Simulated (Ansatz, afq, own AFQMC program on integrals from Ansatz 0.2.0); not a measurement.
# AlNH3 (doublet): AFQMC on the coupled-cluster ladder at distance Al1–N2 = 1.744 Å, cc-pVDZ, part 2 of 2

Ansatz 0.2.0, Gaussian basis, and an in-house AFQMC program (afq) on its integrals; all values are calculated; cc-pVDZ, frozen cores.

## Step 13: CCSD(T) on UHF

Input file in.yaml:

```yaml
crystal:
  periodic: [false, false, false]
  atoms:
    - {symbol: Al, position_ang: [0.000000, 0.000000, 0.585096]}
    - {symbol: N, position_ang: [0.000000, 0.000000, -1.159176]}
    - {symbol: H, position_ang: [0.000000, 1.407264, 1.304973]}
    - {symbol: H, position_ang: [0.000000, -1.407264, 1.304973]}
    - {symbol: H, position_ang: [0.000000, 0.000000, -2.164038]}
basis:
  gaussian: {orbitals: cc-pVDZ}
magnetization: {spin_polarized: true, initial_magnetization: 1}
correlation: {method: ccsd_t, electrons: outside_noble_gas, hamiltonian_folder: ham}
```

Run with:

```sh
ansatz run in.yaml --threads 1 --pin off --events-out ev --progress --plain --max-ram 1382MiB
```

The log of the run, cut to the lines that bear on the results:

```text
Functional definition: HF
  name "HF"
  cite "Fock, Z. Phys. 61, 126 (1930) doi:10.1007/BF01340294"
  parent pbe
[...]
446 factors; integrals over basis functions are off by at most 1.4e-3 eV
[...]
mean field -8110.99732906 eV, -298.0736540116 hartree, gradient 3.0e-6 eV, S^2 0.764068; 6 other end points of the search recorded, 0 dependent functions left out
determinant -8110.99732906 eV, -298.0736540116 hartree, with singles and doubles -8117.38623090 eV, -298.3084418235 hartree
determinant -8110.50885765 eV, -298.0557030183 hartree, with singles and doubles -8116.80505630 eV, -298.2870840511 hartree
6 core orbitals not correlated: weight in the atoms' cores, before any rotation towards them, 1.000 or more for the frozen orbitals, at most 0.000 for the correlated occupied ones
reference -8110.99732906 eV, -298.0736540116 hartree; 6, 5 occupied and 35, 36 virtual orbitals, 446 factors
second order -5.49708776 eV of doubles, -0.00000000 eV of singles
cycle   1  -6.38949952 eV  change   -6.0e-4 eV  update   1.3e-3
[...]
cycle   8  -6.39067962 eV  change    6.1e-6 eV  update   3.2e-6
perturbative correction -0.13198249 eV, -0.0048502672 hartree
Total energy: -8117.51999117 eV, -298.3133574230 hartree
```

It took 12 s on 1 thread of AMD EPYC (Zen 3), shared host.

From the report: ⟨S²⟩ of the determinant 0.764 (pure doublet: 0.75); correlation -6.5227 eV; T1 0.019; largest double amplitude 0.04.

This run also writes the integrals to the folder ham.

## Step 14: CCSDT(Q) on UHF

in.yaml, as its differences from that of step 13:

```diff
@@ -11,2 +11,2 @@
 magnetization: {spin_polarized: true, initial_magnetization: 1}
-correlation: {method: ccsd_t, electrons: outside_noble_gas, hamiltonian_folder: ham}
+correlation: {method: ccsdt_q, electrons: outside_noble_gas}
```

The command is unchanged.

The log of the run, cut to the lines that bear on the results:

```text
Functional definition: HF
  name "HF"
  cite "Fock, Z. Phys. 61, 126 (1930) doi:10.1007/BF01340294"
  parent pbe
[...]
868 factors; integrals over basis functions are off by at most 1.9e-7 eV
[...]
mean field -8110.99743205 eV, -298.0736577962 hartree, gradient 3.0e-6 eV, S^2 0.764068; 6 other end points of the search recorded, 0 dependent functions left out
determinant -8110.99743205 eV, -298.0736577962 hartree, with singles and doubles -8117.38632862 eV, -298.3084454146 hartree
determinant -8110.50896104 eV, -298.0557068177 hartree, with singles and doubles -8116.80515597 eV, -298.2870877136 hartree
6 core orbitals not correlated: weight in the atoms' cores, before any rotation towards them, 1.000 or more for the frozen orbitals, at most 0.000 for the correlated occupied ones
reference -8110.99743205 eV, -298.0736577962 hartree; 6, 5 occupied and 35, 36 virtual orbitals, 868 factors
second order -5.49712656 eV of doubles, -0.00000000 eV of singles
cycle   1  -6.09889504 eV  change   -6.0e-1 eV  update   7.3e-2
[...]
cycle  21  -6.54874810 eV  change   -2.7e-7 eV  update   3.7e-7
perturbative correction -0.01231287 eV, -0.0004524898 hartree
Total energy: -8117.55849302 eV, -298.3147723396 hartree
```

Run time: 1.9 min. Hardware: 1 thread of AMD EPYC (Zen 3), shared host; peak memory 0.49 GiB.

From the report: ⟨S²⟩ of the determinant 0.764 (pure doublet: 0.75); correlation -6.5611 eV; T1 0.021; largest double amplitude 0.05.

## Step 15: Phaseless AFQMC, CISD trial on UHF

It reads the integrals that the CCSD(T) run on this determinant wrote.

Run with:

```sh
afq ham --method phaseless --trial cisd --walkers 60 --populations 1 --least-time 40 --time-step 0.005 --steps-per-block 50 --equilibration-blocks 28 --max-blocks 300 --target-error 0.0004 --factor-cut 1e-05 --start spin_pure --seed 5491 --release-times 0.24,0.51,0.99,1.62,2.4 --release-step 0.03 --release-every 4 --taylor-order 6
```

The log of the run:

```text
orbitals 41  electrons 6 5  factors 309 of 446
reference energy -298.07365401 Eh
CCSD correlation -0.23485315 Eh in 12 cycles, weight of the determinant in the CISD state 0.8944
energy of the start -298.308200 Eh
 block  time / (1/Eh)  mean weight  energy / Eh
     1     0.250  1.0009  -298.304971
     2     0.500  0.9986  -298.306582
     3     0.750  1.0004  -298.308696
     4     1.000  0.9985  -298.309225
     5     1.250  1.0016  -298.311425
     6     1.500  1.0022  -298.312711
     7     1.750  1.0023  -298.312343
     8     2.000  0.9986  -298.309942
     9     2.250  0.9985  -298.311289
    10     2.500  1.0010  -298.311574
    13     3.250  0.9969  -298.312088
    19     4.750  0.9999  -298.315993
    25     6.250  1.0004  -298.312440
    31     7.750  0.9977  -298.315086
    37     9.250  0.9998  -298.312821
    43    10.750  0.9988  -298.313949
    49    12.250  1.0003  -298.316433
    55    13.750  0.9997  -298.318788
    61    15.250  1.0017  -298.318313
    67    16.750  1.0005  -298.311115
    73    18.250  0.9992  -298.313665
    79    19.750  0.9984  -298.312506
    85    21.250  1.0022  -298.317893
    91    22.750  1.0015  -298.316110
    97    24.250  1.0011  -298.312335
   103    25.750  0.9980  -298.315241
   109    27.250  0.9975  -298.315191
   115    28.750  1.0011  -298.312977
   121    30.250  0.9998  -298.317327
   127    31.750  0.9995  -298.316569
   133    33.250  1.0000  -298.321725
   139    34.750  0.9980  -298.310165
   145    36.250  1.0008  -298.310403
   151    37.750  0.9993  -298.309166
   157    39.250  0.9997  -298.315661
   163    40.750  1.0015  -298.313261
   169    42.250  0.9979  -298.311095
   175    43.750  1.0026  -298.312847
   181    45.250  0.9986  -298.325200
   187    46.750  1.0032  -298.313525
   193    48.250  1.0019  -298.311648
   199    49.750  0.9989  -298.316017
   205    51.250  0.9880  -298.306775
   211    52.750  0.9991  -298.313113
   217    54.250  1.0016  -298.310696
   223    55.750  1.0001  -298.310862
   229    57.250  0.9988  -298.310909
   235    58.750  1.0011  -298.314958
   241    60.250  0.9976  -298.311215
   247    61.750  1.0006  -298.309639
   253    63.250  1.0002  -298.321026
   259    64.750  1.0018  -298.315416
   265    66.250  0.9984  -298.317667
blocks merged  error / Eh  count
     1  0.000254  240
     2  0.000291  120
     4  0.000320  60
     8  0.000371  30
    16  0.000421  15
released: time / (1/Eh)  energy / Eh  error  mean overlap
  0.24  -298.315117  0.000439  0.9994
  0.51  -298.314643  0.000412  1.0075
  0.99  -298.314912  0.000459  0.9997
  1.62  -298.314858  0.000404  0.9862
  2.40  -298.314916  0.000627  0.9542
energy -298.314879 +/- 0.000371 Eh
```

It took 18 min on 1 thread of AMD EPYC (Zen 3), shared host.

Energy -8117.5614 ± 0.0101 eV. Caveats: constraint bias not in the error.

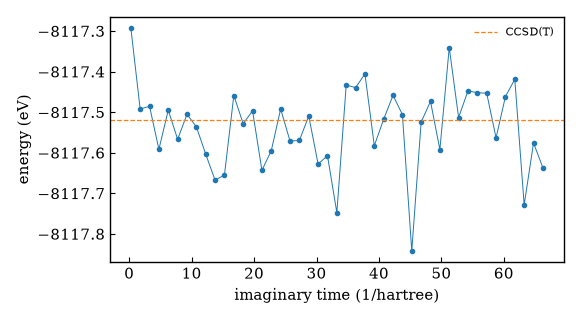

Block energies along the walk.

## Step 16: Phaseless AFQMC, single-determinant trial on UHF

It reads the integrals that the CCSD(T) run on this determinant wrote.

Run with:

```sh
afq ham --method phaseless --trial hf --walkers 120 --populations 1 --least-time 40 --time-step 0.005 --steps-per-block 20 --equilibration-blocks 112 --max-blocks 600 --target-error 0.0012000000000000001 --factor-cut 1e-05 --start spin_pure --seed 6246 --taylor-order 6
```

The log of the run:

```text
orbitals 41  electrons 6 5  factors 309 of 446
reference energy -298.07365401 Eh
CCSD correlation -0.23485315 Eh in 12 cycles, weight of the determinant in the CISD state 0.8944
energy of the start -298.074008 Eh
 block  time / (1/Eh)  mean weight  energy / Eh
     1     0.100  1.0013  -298.135236
     2     0.200  1.0051  -298.181192
     3     0.300  1.0007  -298.199496
     4     0.400  0.9997  -298.218128
     5     0.500  1.0012  -298.240249
     6     0.600  1.0001  -298.255876
     7     0.700  1.0024  -298.270584
     8     0.800  1.0005  -298.277023
     9     0.900  0.9984  -298.271071
    10     1.000  1.0014  -298.273028
    18     1.800  0.9995  -298.290783
    35     3.500  0.9997  -298.314886
    52     5.200  0.9998  -298.305659
    69     6.900  0.9994  -298.333477
    86     8.600  0.9992  -298.329806
   103    10.300  0.9985  -298.309689
   120    12.000  0.9997  -298.321991
   137    13.700  0.9987  -298.337466
   154    15.400  1.0013  -298.325414
   171    17.100  0.9980  -298.305004
   188    18.800  1.0017  -298.338288
   205    20.500  0.9997  -298.333872
   222    22.200  1.0001  -298.296154
   239    23.900  1.0019  -298.308345
   256    25.600  0.9997  -298.346399
   273    27.300  1.0012  -298.309921
   290    29.000  1.0016  -298.323586
   307    30.700  1.0016  -298.317175
   324    32.400  0.9998  -298.331852
   341    34.100  0.9988  -298.312301
   358    35.800  1.0018  -298.300047
   375    37.500  1.0001  -298.301646
   392    39.200  1.0000  -298.287098
   409    40.900  0.9997  -298.298832
   426    42.600  0.9992  -298.344505
   443    44.300  0.9970  -298.306516
   460    46.000  1.0021  -298.315235
   477    47.700  1.0016  -298.334230
   494    49.400  0.9968  -298.300821
   511    51.100  1.0002  -298.299227
   528    52.800  1.0008  -298.311459
   545    54.500  0.9991  -298.321608
   562    56.200  0.9989  -298.314852
   579    57.900  0.9984  -298.337712
   596    59.600  1.0027  -298.306209
   613    61.300  0.9992  -298.304935
   630    63.000  0.9997  -298.295937
   647    64.700  0.9991  -298.283766
   664    66.400  0.9985  -298.311665
   681    68.100  1.0007  -298.264774
   698    69.800  1.0018  -298.319442
blocks merged  error / Eh  count
     1  0.000720  600
     2  0.000958  300
     4  0.001236  150
     8  0.001525  75
    16  0.001717  37
    32  0.001715  18
    64  0.001743  9
energy -298.312674 +/- 0.001717 Eh
```

Run time: 11 min. Hardware: 1 thread of AMD EPYC (Zen 3), shared host.

Energy -8117.5014 ± 0.0467 eV. Caveats: constraint bias not in the error.

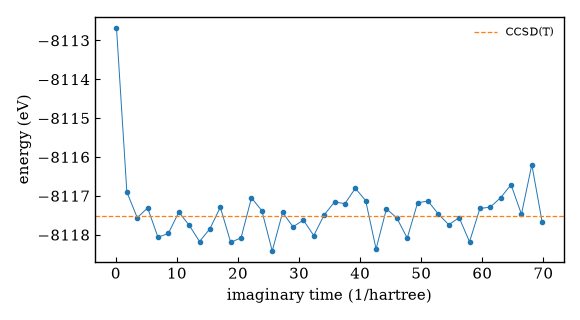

Block energies along the walk.

## Step 17: Free-projection AFQMC, CISD trial on UHF

It reads the integrals that the CCSD(T) run on this determinant wrote.

Run with:

```sh
afq ham --method free --trial cisd --walkers 60 --time-step 0.03 --max-blocks 80 --target-error 0.0004 --factor-cut 1e-05 --seed 649 --times 0,0.21,0.42,0.81,1.2,1.8,2.4,3 --taylor-order 8
```

The log of the run:

```text
orbitals 41  electrons 6 5  factors 309 of 446
reference energy -298.07365401 Eh
CCSD correlation -0.23485315 Eh in 12 cycles, weight of the determinant in the CISD state 0.8944
repeat  energy at the last time / Eh  error
    10  -298.316911  0.001180
    20  -298.315314  0.000942
    30  -298.314969  0.000751
    40  -298.314358  0.000670
    50  -298.314362  0.000574
    60  -298.314392  0.000544
    70  -298.314436  0.000489
    80  -298.314355  0.000435
time / (1/Eh)  energy / Eh  error  mean overlap
  0.00  -298.308249  0.000154  1.1175
  0.21  -298.311084  0.000165  1.1166
  0.42  -298.312353  0.000202  1.1167
  0.81  -298.313896  0.000258  1.1189
  1.20  -298.314492  0.000265  1.1004
  1.80  -298.313846  0.000299  1.1277
  2.40  -298.314972  0.000419  1.1356
  3.00  -298.314355  0.000435  1.1576
energy -298.314355 +/- 0.000435 Eh
```

Wall time 12 min (1 thread of AMD EPYC (Zen 3), shared host).

Energy -8117.5471 ± 0.0118 eV. Caveats: remainder of the start not in the error.

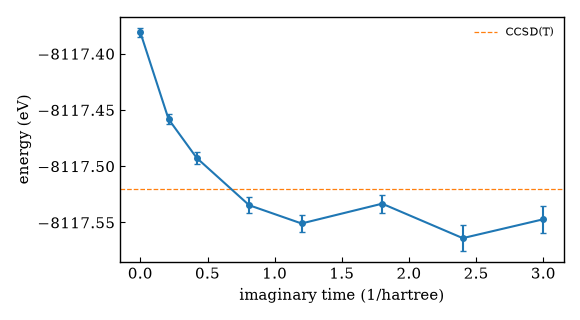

Energy against projection time, with error bars.

## Step 18: AFQMC on the ladder

On the ROHF determinant, counted from CCSDT(Q) (a yardstick, not exact):

| level | energy (eV) | from CCSDT(Q) (meV) | statistical error (meV) | time |
| --- | --- | --- | --- | --- |
| HF | -8110.8792 | +6677.8 |  |  |
| MP2 | -8116.4914 | +1065.6 |  |  |
| CCSD | -8117.3860 | +171.1 |  |  |
| CCSD(T) | -8117.5198 | +37.2 |  |  |
| CCSDT(Q) | -8117.5570 | 0.0 |  |  |
| Phaseless AFQMC, CISD trial, step 0.005, 60 walkers | -8117.5323 | +24.7 | 10.2 | 14 min |
| Phaseless AFQMC, single-determinant trial, step 0.005, 120 walkers | -8117.5018 | +55.2 | 61.2 | 11 min |
| Free-projection AFQMC, CISD trial, step 0.03, 60 walkers | -8117.5361 | +20.9 | 12.6 | 15 min |

On the UHF determinant, counted from CCSDT(Q) (a yardstick, not exact):

| level | energy (eV) | from CCSDT(Q) (meV) | statistical error (meV) | time |
| --- | --- | --- | --- | --- |
| HF | -8110.9973 | +6561.2 |  |  |
| MP2 | -8116.4944 | +1064.1 |  |  |
| CCSD | -8117.3880 | +170.5 |  |  |
| CCSD(T) | -8117.5200 | +38.5 |  |  |
| CCSDT(Q) | -8117.5585 | 0.0 |  |  |
| Phaseless AFQMC, CISD trial, step 0.005, 60 walkers | -8117.5614 | -2.9 | 10.1 | 18 min |
| Phaseless AFQMC, single-determinant trial, step 0.005, 120 walkers | -8117.5014 | +57.1 | 46.7 | 11 min |
| Free-projection AFQMC, CISD trial, step 0.03, 60 walkers | -8117.5471 | +11.4 | 11.8 | 12 min |

The functionals' totals stand on their own zeros and serve differences with other points: PBE -8127.944 eV; r2SCAN -8132.226 eV; PBE0 -8128.801 eV; B3LYP -8134.496 eV; wB97M-V -8132.518 eV; B2PLYP -8128.937 eV.

## Step 19: Outcome

What follows sums up all 2 parts.

```
                                                       quantity             value
                                  CCSD(T) on ROHF from CCSDT(Q)         +37.2 meV
              Phaseless AFQMC, CISD trial on ROHF from CCSDT(Q)  +24.7 ± 10.2 meV
Phaseless AFQMC, single-determinant trial on ROHF from CCSDT(Q)  +55.2 ± 61.2 meV
        Free-projection AFQMC, CISD trial on ROHF from CCSDT(Q)  +20.9 ± 12.6 meV
                                   CCSD(T) on UHF from CCSDT(Q)         +38.5 meV
               Phaseless AFQMC, CISD trial on UHF from CCSDT(Q)   -2.9 ± 10.1 meV
 Phaseless AFQMC, single-determinant trial on UHF from CCSDT(Q)  +57.1 ± 46.7 meV
         Free-projection AFQMC, CISD trial on UHF from CCSDT(Q)  +11.4 ± 11.8 meV
```

**Reading.** On ROHF the phaseless walk with the CISD trial lies +24.7 meV from CCSDT(Q), within three error bars. Free projection has no constraint; at the last time it gives +20.9 ± 12.6 meV. On UHF the phaseless walk with the CISD trial lies -2.9 meV from CCSDT(Q), within three error bars. Free projection has no constraint; at the last time it gives +11.4 ± 11.8 meV, and from a start that isn't spin pure other spins can mix in. Error bars are statistical and leave out the constraint, the time step and what remains of the start.
